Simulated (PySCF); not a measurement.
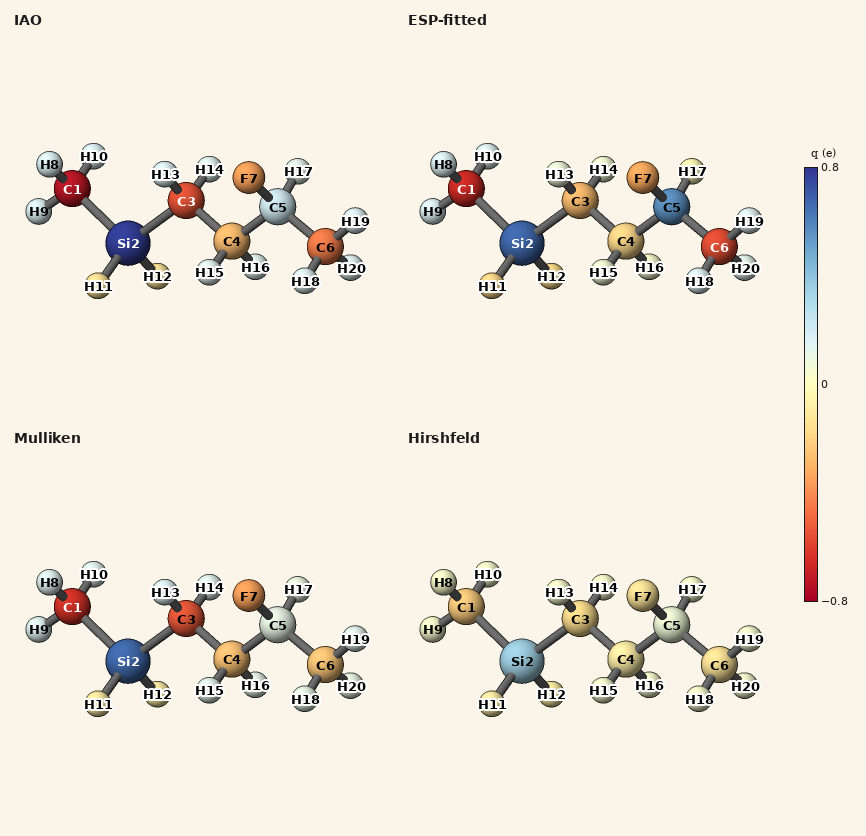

Atomic charges of one calculation by 4 schemes, on one colour scale. The computed structure is the end point of a GFN2-xTB optimisation. No frequency run is at hand to confirm it as a minimum. Method: PBE0/pcSseg-1 (PySCF 2.14.0).

On which atom do the schemes disagree most?

On C1 (from −0.72 to −0.21 e).

List the charges (e), one line for each set of equivalent atoms.

| atom | IAO | ESP-fitted | Mulliken | Hirshfeld |
| --- | --- | --- | --- | --- |
| C1 | −0.72 | −0.65 | −0.63 | −0.21 |
| Si2 | 0.77 | 0.66 | 0.66 | 0.35 |
| C3 | −0.54 | −0.26 | −0.53 | −0.16 |
| C4 | −0.26 | −0.18 | −0.25 | −0.08 |
| C5 | 0.19 | 0.55 | 0.11 | 0.07 |
| C6 | −0.44 | −0.56 | −0.24 | −0.13 |
| F7 | −0.34 | −0.32 | −0.34 | −0.12 |
| H8 | 0.16 | 0.15 | 0.14 | 0.04 |
| H9 | 0.16 | 0.16 | 0.14 | 0.04 |
| H10 | 0.15 | 0.15 | 0.14 | 0.04 |
| H11 | −0.13 | −0.17 | −0.09 | −0.08 |
| H12 | −0.14 | −0.17 | −0.09 | −0.09 |
| H13 | 0.15 | 0.08 | 0.15 | 0.04 |
| H14 | 0.14 | 0.06 | 0.13 | 0.04 |
| H15 | 0.14 | 0.06 | 0.13 | 0.04 |
| H16 | 0.13 | 0.04 | 0.12 | 0.04 |
| H17 | 0.13 | −0.03 | 0.10 | 0.04 |
| H18 | 0.15 | 0.14 | 0.12 | 0.04 |
| H19 | 0.15 | 0.14 | 0.13 | 0.04 |
| H20 | 0.15 | 0.13 | 0.11 | 0.05 |

The geometry is semi-empirical. Around Si such bond lengths and angles can be off by a tenth of an ångström or more and by several degrees, and values that hang on the shape move with them.
